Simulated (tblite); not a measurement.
Geometry relaxation of CH7NO2Si2 (part 2 of 4)

The same run, continued: CH7NO2Si2; GFN2-xTB geometry optimisation, gas phase (tblite 0.8.0). It belongs to a series of runs on one base structure; here: constitutional isomer.

Geometry of the input (Å):
```
N  -1.5701  -1.1563  -0.4688
Si -0.6947  -0.1176  0.6901
C  -0.5617  1.6170  0.1217
O  -0.0218  2.4819  0.8126
O  0.8968  -0.7071  0.9925
Si 1.9093  -0.3999  -0.3370
H  -2.3785  -0.5435  -0.8069
H  -1.9495  -2.0025  -0.0188
H  -1.3929  -0.0982  1.9817
H  -0.9830  1.9226  -0.8395
H  3.2631  -0.0441  0.1468
H  2.0828  -1.6411  -1.0973
H  1.3958  0.6893  -1.1948
```

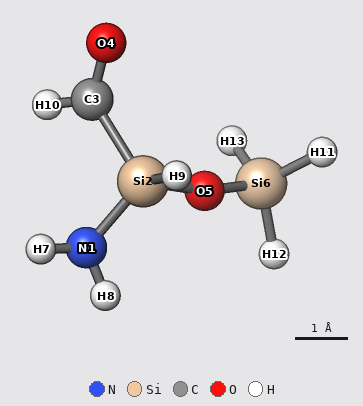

**Figure 1.** The geometry at step 66 of the log (ball-and-stick view, seen at a tilt; atoms are numbered from 1 in the order of the input).

## Trajectory as extended XYZ, continued
```
13
Properties=species:S:1:pos:R:3:forces:R:3 step=36 energy=-552.51338
N    -1.8026   -0.8591   -0.3391    0.0430  -0.0670  -0.0030
Si   -0.7120   -0.0522    0.7161    0.0230  -0.0230  -0.0050
C    -0.9341    1.7675    0.1569    0.0930   0.0310   0.0090
O    -0.5442    2.7407    0.7509   -0.0350  -0.0150   0.0140
O     0.7890   -0.5533    0.3774   -0.0020   0.0000  -0.0540
Si    2.2170   -0.5712   -0.4034   -0.0250   0.0370   0.0260
H    -2.7500   -0.5280   -0.4060   -0.0590  -0.0320  -0.0190
H    -1.7771   -1.8640   -0.4080   -0.0040   0.0080   0.0040
H    -0.8317   -0.2424    2.1561    0.0250   0.0180   0.0220
H    -1.4285    1.9065   -0.8316   -0.0250   0.0660  -0.0210
H     3.2183   -0.3406    0.6340    0.0030  -0.0230   0.0110
H     2.3249   -1.8963   -1.0148   -0.0330   0.0230   0.0250
H     2.2265    0.4930   -1.4063   -0.0020  -0.0230  -0.0100
13
Properties=species:S:1:pos:R:3:forces:R:3 step=39 energy=-552.51590
N    -1.8142   -0.8547   -0.3282    0.0050  -0.0300  -0.0180
Si   -0.7103   -0.0474    0.7135   -0.0490   0.0100  -0.0150
C    -0.9403    1.7739    0.1554   -0.0170   0.0080  -0.0120
O    -0.5655    2.7475    0.7572    0.0040   0.0160   0.0250
O     0.7825   -0.5439    0.3404   -0.0340  -0.0200   0.0040
Si    2.2251   -0.5753   -0.4045    0.0230   0.0230  -0.0010
H    -2.7695   -0.5431   -0.3950    0.0190  -0.0120   0.0220
H    -1.7685   -1.8556   -0.4239    0.0080  -0.0430   0.0140
H    -0.8029   -0.2422    2.1586    0.0190   0.0310  -0.0500
H    -1.4450    1.9172   -0.8309    0.0330   0.0320   0.0350
H     3.2150   -0.3566    0.6452    0.0100  -0.0070   0.0330
H     2.3297   -1.9069   -0.9991   -0.0250   0.0080  -0.0050
H     2.2595    0.4876   -1.4064    0.0050  -0.0150  -0.0300
13
Properties=species:S:1:pos:R:3:forces:R:3 step=43 energy=-552.51912
N    -1.8220   -0.8678   -0.3265   -0.0170   0.0470  -0.0180
Si   -0.7198   -0.0418    0.7002    0.0720   0.0150  -0.0500
C    -0.9439    1.7857    0.1571   -0.0520   0.0050   0.0310
O    -0.5775    2.7532    0.7741    0.0320  -0.0100   0.0470
O     0.7687   -0.5424    0.3118    0.0400   0.0190  -0.0190
Si    2.2282   -0.5720   -0.4019   -0.0210  -0.0570   0.0100
H    -2.7810   -0.5660   -0.3857    0.0140  -0.0390   0.0150
H    -1.7589   -1.8669   -0.4270   -0.0020  -0.0430   0.0180
H    -0.7749   -0.2266    2.1443   -0.0340   0.0170   0.0340
H    -1.4445    1.9442   -0.8250    0.0030   0.0150  -0.0550
H     3.2161   -0.3711    0.6558   -0.0360   0.0180   0.0150
H     2.3227   -1.9112   -0.9834   -0.0040   0.0230  -0.0200
H     2.2824    0.4830   -1.4115    0.0070  -0.0100  -0.0080
13
Properties=species:S:1:pos:R:3:forces:R:3 step=46 energy=-552.52107
N    -1.8228   -0.8758   -0.3301   -0.0190  -0.0020  -0.0150
Si   -0.7173   -0.0377    0.6849   -0.0150  -0.0100   0.0210
C    -0.9497    1.7936    0.1598    0.0080   0.0020  -0.0260
O    -0.5802    2.7503    0.7925   -0.0150  -0.0270   0.0060
O     0.7681   -0.5410    0.2954    0.0110   0.0240   0.0200
Si    2.2344   -0.5761   -0.4002   -0.0020   0.0120  -0.0270
H    -2.7855   -0.5823   -0.3744    0.0260  -0.0340   0.0090
H    -1.7571   -1.8775   -0.4218    0.0090   0.0380   0.0240
H    -0.7768   -0.2106    2.1325   -0.0160   0.0080   0.0050
H    -1.4411    1.9646   -0.8271    0.0110   0.0300   0.0120
H     3.2209   -0.3733    0.6599   -0.0550   0.0100   0.0030
H     2.3159   -1.9143   -0.9792    0.0260  -0.0210  -0.0370
H     2.2867    0.4807   -1.4101    0.0300  -0.0290   0.0040
13
Properties=species:S:1:pos:R:3:forces:R:3 step=49 energy=-552.52390
N    -1.8324   -0.8718   -0.3331    0.0090  -0.0400   0.0260
Si   -0.7135   -0.0278    0.6665   -0.0930   0.0100   0.0450
C    -0.9714    1.8080    0.1597    0.0430  -0.0100  -0.0110
O    -0.6163    2.7532    0.8183   -0.0370  -0.0290  -0.0340
O     0.7673   -0.5249    0.2538   -0.0460   0.0260   0.0120
Si    2.2484   -0.5883   -0.4039    0.0170   0.0120  -0.0050
H    -2.8061   -0.6122   -0.3304    0.0380   0.0120   0.0100
H    -1.7474   -1.8723   -0.4286    0.0280   0.0370   0.0130
H    -0.7541   -0.1950    2.1201   -0.0090   0.0070  -0.0750
H    -1.4599    1.9965   -0.8270    0.0320   0.0090   0.0640
H     3.2007   -0.3929    0.6865   -0.0200   0.0100   0.0090
H     2.3309   -1.9263   -0.9786    0.0180  -0.0630  -0.0360
H     2.3494    0.4545   -1.4208    0.0180   0.0190  -0.0180
13
Properties=species:S:1:pos:R:3:forces:R:3 step=53 energy=-552.52587
N    -1.8401   -0.8770   -0.3302    0.0150  -0.0190   0.0080
Si   -0.7204   -0.0180    0.6518    0.0380   0.0010  -0.0170
C    -0.9817    1.8181    0.1601    0.0040   0.0130   0.0200
O    -0.6415    2.7520    0.8417    0.0080   0.0250   0.0200
O     0.7586   -0.5077    0.2190    0.0060   0.0190  -0.0380
Si    2.2540   -0.5967   -0.4081   -0.0340  -0.0170   0.0010
H    -2.8182   -0.6414   -0.3028   -0.0150   0.0220   0.0030
H    -1.7314   -1.8735   -0.4285    0.0210  -0.0210  -0.0020
H    -0.7355   -0.1770    2.1015   -0.0270  -0.0100   0.0280
H    -1.4632    2.0293   -0.8215    0.0040  -0.0240  -0.0290
H     3.1805   -0.4057    0.7059   -0.0190   0.0030  -0.0070
H     2.3387   -1.9417   -0.9777   -0.0020   0.0150   0.0040
H     2.3960    0.4400   -1.4291    0.0000  -0.0060   0.0090
13
Properties=species:S:1:pos:R:3:forces:R:3 step=56 energy=-552.52668
N    -1.8383   -0.8819   -0.3259   -0.0190  -0.0100   0.0010
Si   -0.7211   -0.0155    0.6520   -0.0060  -0.0030   0.0130
C    -0.9802    1.8211    0.1622   -0.0120   0.0190   0.0100
O    -0.6420    2.7530    0.8477   -0.0020   0.0180   0.0010
O     0.7537   -0.4985    0.2037    0.0060  -0.0120  -0.0050
Si    2.2517   -0.6007   -0.4097    0.0110   0.0320  -0.0160
H    -2.8175   -0.6467   -0.3020    0.0240  -0.0100   0.0020
H    -1.7228   -1.8780   -0.4276    0.0000   0.0170   0.0050
H    -0.7386   -0.1748    2.1039   -0.0100  -0.0070  -0.0150
H    -1.4567    2.0336   -0.8228    0.0200  -0.0200   0.0000
H     3.1704   -0.4037    0.7103   -0.0170  -0.0130  -0.0130
H     2.3363   -1.9446   -0.9803   -0.0020   0.0040   0.0110
H     2.4008    0.4371   -1.4293    0.0070  -0.0150   0.0060
13
Properties=species:S:1:pos:R:3:forces:R:3 step=59 energy=-552.52712
N    -1.8419   -0.8835   -0.3211    0.0040   0.0140   0.0020
Si   -0.7229   -0.0105    0.6488    0.0080   0.0040  -0.0090
C    -0.9870    1.8289    0.1664    0.0000  -0.0060   0.0130
O    -0.6553    2.7601    0.8562   -0.0140   0.0010  -0.0130
O     0.7476   -0.4890    0.1798   -0.0010  -0.0030  -0.0070
Si    2.2527   -0.6028   -0.4133   -0.0010  -0.0040   0.0070
H    -2.8228   -0.6586   -0.2890    0.0090  -0.0160   0.0040
H    -1.7132   -1.8768   -0.4317   -0.0110   0.0120   0.0060
H    -0.7286   -0.1727    2.0999   -0.0070  -0.0080  -0.0050
H    -1.4567    2.0400   -0.8222    0.0180  -0.0050   0.0060
H     3.1550   -0.4128    0.7189    0.0090  -0.0020   0.0100
H     2.3408   -1.9491   -0.9770   -0.0120  -0.0040   0.0050
H     2.4278    0.4272   -1.4334   -0.0010   0.0180  -0.0180
13
Properties=species:S:1:pos:R:3:forces:R:3 step=62 energy=-552.52736
N    -1.8429   -0.8811   -0.3182   -0.0200   0.0170  -0.0140
Si   -0.7209   -0.0083    0.6474    0.0070  -0.0030  -0.0010
C    -0.9904    1.8308    0.1693    0.0140  -0.0040  -0.0110
O    -0.6639    2.7653    0.8568   -0.0130   0.0000   0.0040
O     0.7464   -0.4870    0.1687    0.0030   0.0090  -0.0030
Si    2.2557   -0.6031   -0.4144   -0.0080  -0.0030   0.0030
H    -2.8249   -0.6618   -0.2818    0.0120  -0.0010   0.0080
H    -1.7118   -1.8729   -0.4342    0.0020  -0.0120   0.0040
H    -0.7270   -0.1753    2.0973    0.0040  -0.0080   0.0090
H    -1.4564    2.0376   -0.8216    0.0070   0.0000  -0.0030
H     3.1529   -0.4177    0.7232    0.0040   0.0050   0.0010
H     2.3412   -1.9515   -0.9735   -0.0080  -0.0010   0.0000
H     2.4377    0.4255   -1.4365   -0.0030   0.0010   0.0030
13
Properties=species:S:1:pos:R:3:forces:R:3 step=66 energy=-552.52755
N    -1.8447   -0.8785   -0.3202    0.0100  -0.0080   0.0040
Si   -0.7193   -0.0062    0.6437   -0.0140   0.0020  -0.0010
C    -0.9920    1.8335    0.1695   -0.0080   0.0060   0.0030
O    -0.6784    2.7689    0.8621   -0.0040  -0.0110   0.0040
O     0.7452   -0.4801    0.1537    0.0010   0.0000   0.0090
Si    2.2586   -0.6061   -0.4150    0.0100   0.0020  -0.0060
H    -2.8273   -0.6675   -0.2668   -0.0090   0.0090   0.0040
H    -1.7100   -1.8705   -0.4354    0.0030   0.0070  -0.0010
H    -0.7250   -0.1767    2.0942    0.0140  -0.0070  -0.0070
H    -1.4551    2.0402   -0.8225    0.0120  -0.0030  -0.0140
H     3.1504   -0.4215    0.7276   -0.0040   0.0010  -0.0040
H     2.3417   -1.9559   -0.9718   -0.0070   0.0030   0.0040
H     2.4516    0.4208   -1.4371   -0.0020  -0.0020   0.0040
13
Properties=species:S:1:pos:R:3:forces:R:3 step=69 energy=-552.52774
N    -1.8476   -0.8772   -0.3209    0.0260  -0.0060   0.0110
Si   -0.7200   -0.0036    0.6391    0.0160   0.0000   0.0070
C    -0.9946    1.8370    0.1701   -0.0190  -0.0190   0.0050
O    -0.6930    2.7711    0.8692   -0.0030   0.0000   0.0000
O     0.7436   -0.4737    0.1417   -0.0010   0.0060   0.0020
Si    2.2603   -0.6068   -0.4166   -0.0080  -0.0070   0.0140
H    -2.8306   -0.6731   -0.2538   -0.0200   0.0030  -0.0020
H    -1.7060   -1.8684   -0.4359   -0.0090   0.0060  -0.0080
H    -0.7166   -0.1796    2.0887    0.0070  -0.0030  -0.0010
H    -1.4494    2.0425   -0.8257    0.0130   0.0130  -0.0170
H     3.1456   -0.4262    0.7312    0.0030   0.0060   0.0030
H     2.3391   -1.9588   -0.9668   -0.0030  -0.0080  -0.0080
H     2.4650    0.4172   -1.4379   -0.0020   0.0080  -0.0080
13
Properties=species:S:1:pos:R:3:forces:R:3 step=72 energy=-552.52806
N    -1.8489   -0.8748   -0.3192   -0.0140  -0.0030   0.0110
Si   -0.7200   -0.0014    0.6386    0.0140  -0.0060   0.0100
C    -0.9985    1.8378    0.1707   -0.0020  -0.0020  -0.0050
O    -0.7112    2.7720    0.8758   -0.0130   0.0070   0.0000
O     0.7414   -0.4629    0.1286    0.0060   0.0030   0.0000
Si    2.2610   -0.6073   -0.4177   -0.0150   0.0020   0.0010
H    -2.8334   -0.6774   -0.2425    0.0090  -0.0040  -0.0060
H    -1.7017   -1.8646   -0.4372   -0.0150  -0.0070  -0.0140
H    -0.7038   -0.1890    2.0864   -0.0020   0.0100   0.0040
H    -1.4325    2.0431   -0.8352    0.0130   0.0080   0.0030
H     3.1382   -0.4278    0.7364    0.0090   0.0020  -0.0010
H     2.3296   -1.9623   -0.9626    0.0100  -0.0020  -0.0090
H     2.4754    0.4152   -1.4398    0.0010  -0.0080   0.0020
13
Properties=species:S:1:pos:R:3:forces:R:3 step=76 energy=-552.52835
N    -1.8541   -0.8757   -0.3139   -0.0070  -0.0090   0.0220
Si   -0.7200    0.0033    0.6344   -0.0180   0.0070  -0.0210
C    -1.0074    1.8446    0.1728    0.0240   0.0300   0.0240
O    -0.7437    2.7774    0.8898   -0.0240  -0.0360  -0.0080
O     0.7357   -0.4449    0.0971    0.0070  -0.0040   0.0070
Si    2.2623   -0.6123   -0.4195    0.0210  -0.0040   0.0030
H    -2.8400   -0.6938   -0.2188    0.0070   0.0100  -0.0030
H    -1.6976   -1.8627   -0.4451   -0.0020   0.0060  -0.0080
H    -0.6864   -0.1895    2.0812   -0.0020   0.0120   0.0010
H    -1.4157    2.0559   -0.8421    0.0030  -0.0150  -0.0040
H     3.1282   -0.4352    0.7448   -0.0070  -0.0060  -0.0070
H     2.3283   -1.9708   -0.9581    0.0030   0.0110   0.0000
H     2.5060    0.4040   -1.4405   -0.0050  -0.0030  -0.0070
13
Properties=species:S:1:pos:R:3:forces:R:3 step=79 energy=-552.52914
N    -1.8666   -0.8765   -0.2995    0.0500   0.0160  -0.0100
Si   -0.7170    0.0109    0.6213    0.0010   0.0090   0.0070
C    -1.0178    1.8543    0.1752    0.0050  -0.0240   0.0000
O    -0.8255    2.7822    0.9198   -0.0170  -0.0100   0.0070
O     0.7354   -0.4126    0.0549   -0.0240  -0.0090  -0.0070
Si    2.2690   -0.6187   -0.4230    0.0200  -0.0080   0.0110
H    -2.8498   -0.7113   -0.1684   -0.0450   0.0170  -0.0010
H    -1.6989   -1.8565   -0.4613    0.0090  -0.0110   0.0020
H    -0.6578   -0.1930    2.0650   -0.0030   0.0170   0.0220
H    -1.3658    2.0681   -0.8614    0.0050   0.0020  -0.0060
H     3.1145   -0.4485    0.7563    0.0010  -0.0070   0.0060
H     2.3215   -1.9807   -0.9510    0.0030  -0.0130  -0.0040
H     2.5543    0.3829   -1.4455   -0.0050   0.0220  -0.0280
13
Properties=species:S:1:pos:R:3:forces:R:3 step=82 energy=-552.52951
N    -1.8688   -0.8749   -0.2941    0.0160   0.0160  -0.0160
Si   -0.7143    0.0120    0.6205    0.0010  -0.0020   0.0140
C    -1.0194    1.8538    0.1749   -0.0060  -0.0100  -0.0060
O    -0.8557    2.7814    0.9265   -0.0130  -0.0010   0.0160
O     0.7369   -0.4024    0.0447   -0.0160  -0.0150  -0.0080
Si    2.2724   -0.6201   -0.4234   -0.0030  -0.0010  -0.0110
H    -2.8520   -0.7112   -0.1546   -0.0080   0.0070  -0.0070
H    -1.7010   -1.8531   -0.4666    0.0080  -0.0050   0.0080
H    -0.6500   -0.1971    2.0636    0.0000   0.0220   0.0170
H    -1.3435    2.0681   -0.8697    0.0090  -0.0040  -0.0020
H     3.1114   -0.4505    0.7609    0.0020  -0.0110  -0.0040
H     2.3161   -1.9833   -0.9509    0.0120  -0.0020   0.0070
H     2.5637    0.3779   -1.4495   -0.0020   0.0070  -0.0080
13
Properties=species:S:1:pos:R:3:forces:R:3 step=85 energy=-552.53071
N    -1.8724   -0.8750   -0.2810   -0.0180   0.0250  -0.0060
Si   -0.7091    0.0128    0.6222   -0.0470   0.0180  -0.0090
C    -1.0232    1.8523    0.1767   -0.0030   0.1310   0.0770
O    -0.9503    2.7748    0.9520   -0.0310  -0.1200  -0.1020
O     0.7334   -0.3777    0.0116    0.0020  -0.0330   0.0090
Si    2.2722   -0.6224   -0.4285    0.0230  -0.0070  -0.0460
H    -2.8546   -0.7134   -0.1251    0.0370  -0.0160  -0.0150
H    -1.7047   -1.8491   -0.4772    0.0070   0.0140   0.0260
H    -0.6291   -0.1918    2.0655    0.0080   0.0080   0.0000
H    -1.2589    2.0733   -0.8916    0.0180  -0.0090   0.0480
H     3.1020   -0.4592    0.7638   -0.0070  -0.0080  -0.0110
H     2.3046   -1.9903   -0.9468    0.0160   0.0090   0.0120
H     2.5857    0.3663   -1.4593   -0.0040  -0.0120   0.0180
13
Properties=species:S:1:pos:R:3:forces:R:3 step=89 energy=-552.53244
N    -1.8726   -0.8719   -0.2827   -0.0050   0.0150   0.0050
Si   -0.7088    0.0122    0.6223    0.0120   0.0120   0.0110
C    -1.0255    1.8484    0.1789    0.0170   0.0290   0.0150
O    -1.0073    2.7611    0.9661   -0.0310   0.0150  -0.0160
O     0.7340   -0.3830    0.0124    0.0010  -0.0230   0.0050
Si    2.2718   -0.6226   -0.4373   -0.0030  -0.0170   0.0080
H    -2.8526   -0.7068   -0.1203    0.0000  -0.0160  -0.0190
H    -1.7090   -1.8478   -0.4715    0.0080  -0.0090   0.0180
H    -0.6269   -0.1703    2.0687    0.0060  -0.0250  -0.0090
H    -1.2051    2.0746   -0.8970   -0.0020   0.0220  -0.0020
H     3.1040   -0.4670    0.7538    0.0030   0.0140  -0.0010
H     2.3092   -1.9929   -0.9448    0.0060  -0.0110  -0.0210
H     2.5845    0.3666   -1.4663   -0.0110  -0.0060   0.0070
13
Properties=species:S:1:pos:R:3:forces:R:3 step=92 energy=-552.53495
N    -1.8716   -0.8605   -0.2873    0.0650  -0.0330   0.0550
Si   -0.7024    0.0099    0.6293    0.0010   0.0190  -0.0460
C    -1.0216    1.8444    0.1797   -0.0140   0.1220   0.0250
O    -1.1158    2.7499    0.9720   -0.0060  -0.0880  -0.0970
O     0.7437   -0.3998    0.0362   -0.0160  -0.0200  -0.0010
Si    2.2745   -0.6299   -0.4429   -0.0170   0.0070  -0.0230
H    -2.8479   -0.6863   -0.1169   -0.0540   0.0180  -0.0190
H    -1.7260   -1.8439   -0.4567    0.0320   0.0170   0.0100
H    -0.6250   -0.1634    2.0753   -0.0050  -0.0430   0.0200
H    -1.1086    2.0755   -0.9089    0.0130   0.0180   0.0570
H     3.1212   -0.4636    0.7364    0.0070   0.0000  -0.0030
H     2.3117   -1.9980   -0.9591    0.0070   0.0110  -0.0030
H     2.5637    0.3662   -1.4747   -0.0110  -0.0290   0.0240
13
Properties=species:S:1:pos:R:3:forces:R:3 step=95 energy=-552.53812
N    -1.8631   -0.8624   -0.2811    0.0300  -0.0180   0.0410
Si   -0.7009    0.0103    0.6413   -0.0080   0.0140  -0.0470
C    -1.0092    1.8466    0.1816   -0.0230  -0.0480  -0.0520
O    -1.1625    2.7488    0.9645   -0.0090   0.0460   0.0730
O     0.7430   -0.4252    0.0612   -0.0150  -0.0070   0.0080
Si    2.2665   -0.6338   -0.4477   -0.0090   0.0100  -0.0070
H    -2.8431   -0.6714   -0.1523   -0.0200   0.0150  -0.0040
H    -1.7232   -1.8494   -0.4341    0.0240   0.0250   0.0120
H    -0.6312   -0.1643    2.0878   -0.0130  -0.0290   0.0150
H    -1.0442    2.0792   -0.9069    0.0250   0.0040  -0.0340
H     3.1275   -0.4516    0.7197    0.0070  -0.0190  -0.0160
H     2.3110   -1.9982   -0.9747    0.0090   0.0260   0.0140
H     2.5250    0.3718   -1.4771    0.0010  -0.0180   0.0000
```
